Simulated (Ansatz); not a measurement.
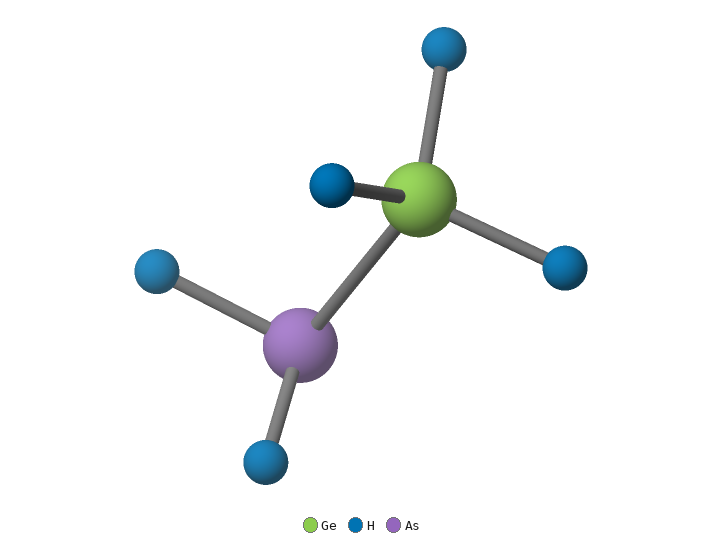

What does the picture show?

Formula AsGeH5. Coordination: 1 Ge tetrahedral; 1 As trigonal pyramidal.

The parts below concern this one geometry. Atoms keep their numbers from picture to picture. The computed structure is the end point of a PBE0-D4/def2-TZVP optimisation.

## Geometry

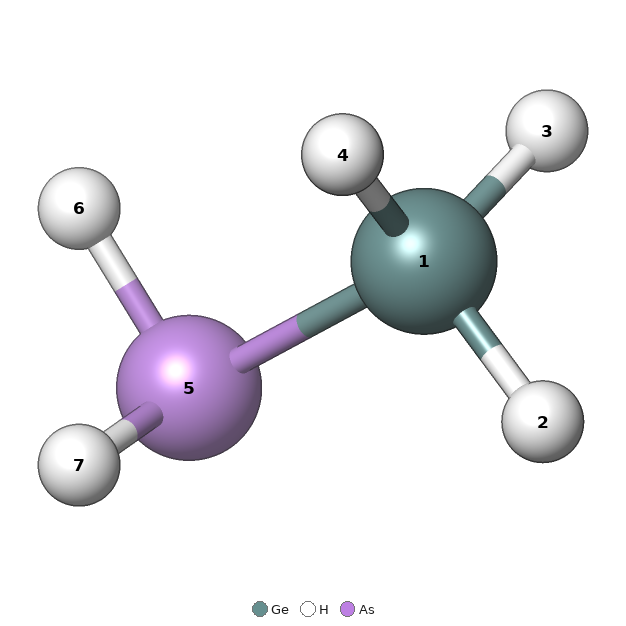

The atoms are numbered.

Which atoms are bonded, and how long are the bonds?

| bond | length (Å) |
| --- | --- |
| Ge1–H2 | 1.537 |
| Ge1–H3 | 1.537 |
| Ge1–H4 | 1.537 |
| Ge1–As5 | 2.426 |
| As5–H6 | 1.523 |
| As5–H7 | 1.523 |

## Electronic properties

Properties computed with RKS PBE-D4/def2-TZVPP (Ansatz 0.2.0).

Question: Give the dispersion correction at this level.

Answer: −12.0 kJ/mol.

## Charges

The questions are on Mulliken charges. Method: RKS PBE0-D4/def2-TZVP (Ansatz 0.2.0).

List the Mulliken charges.

| atom | value (e) |
| --- | --- |
| Ge1 | 0.06 |
| H2 | 0.02 |
| H3 | 0.02 |
| H4 | 0.01 |
| As5 | −0.26 |
| H6 | 0.08 |
| H7 | 0.08 |

## Dipole moment

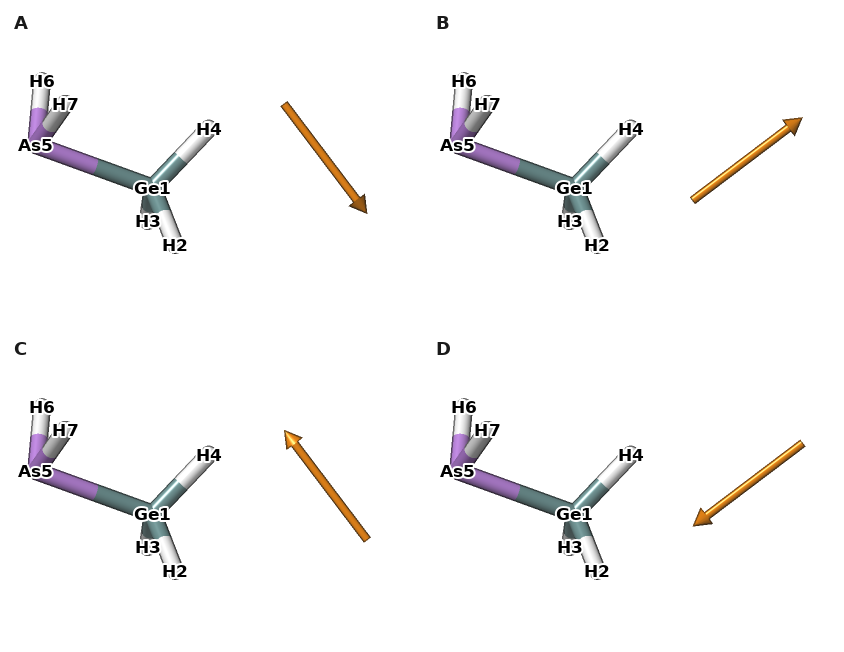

The same molecule four times, each with an arrow. Level of theory: RKS PBE0-D4/def2-TZVP (Ansatz 0.2.0).

Question: Which arrow points along the dipole moment, from the negative to the positive end?

Answer: B. The dipole moment is 0.41 D; it points from the side of As5 to the side of H4 (the outermost atoms at the two ends).

## Thermal motion

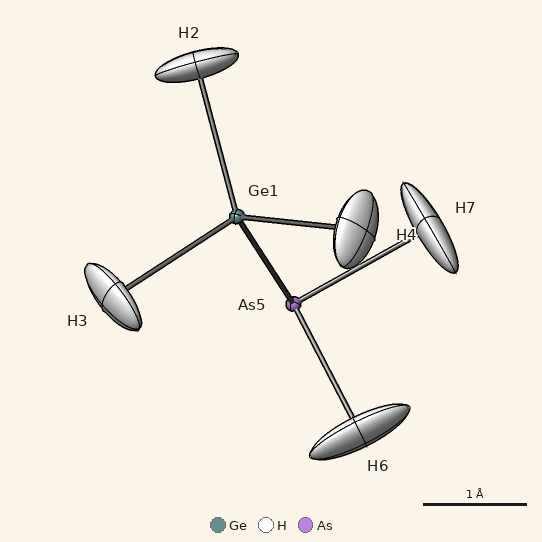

Displacement ellipsoids at the 50 % level, from the internal vibrations of the free molecule (harmonic, no overall translation or rotation; no half-axis is drawn under 0.075 Å). Vibrations computed with RKS PBE0-D4/def2-TZVP (Ansatz 0.2.0). Temperature: 298 K.

Question: Which atom has the largest mean-square displacement?

Answer: H6, H7, with U_eq = 0.0541 Å².

Question: Does H6 move more along its bond or across it?

Answer: Across it: the root-mean-square amplitude is 0.086 Å along the bond and up to 0.350 Å across, since bending and torsion are softer than stretching.

List U_eq and the three principal root-mean-square amplitudes for each kind of atom.

```json
{"atom": "Ge1", "U_eq (Å²)": "0.00027", "rms amplitudes (Å)": "0.005, 0.005, 0.027"}
{"atom": "H2, H3", "U_eq (Å²)": "0.0383", "rms amplitudes (Å)": "0.088, 0.185, 0.270"}
{"atom": "H4", "U_eq (Å²)": "0.0361", "rms amplitudes (Å)": "0.088, 0.182, 0.260"}
{"atom": "As5", "U_eq (Å²)": "0.00026", "rms amplitudes (Å)": "0.003, 0.007, 0.027"}
{"atom": "H6, H7", "U_eq (Å²)": "0.0541", "rms amplitudes (Å)": "0.086, 0.179, 0.350"}
```

Mulliken values depend strongly on the basis set and can even reverse the polarity of a bond.
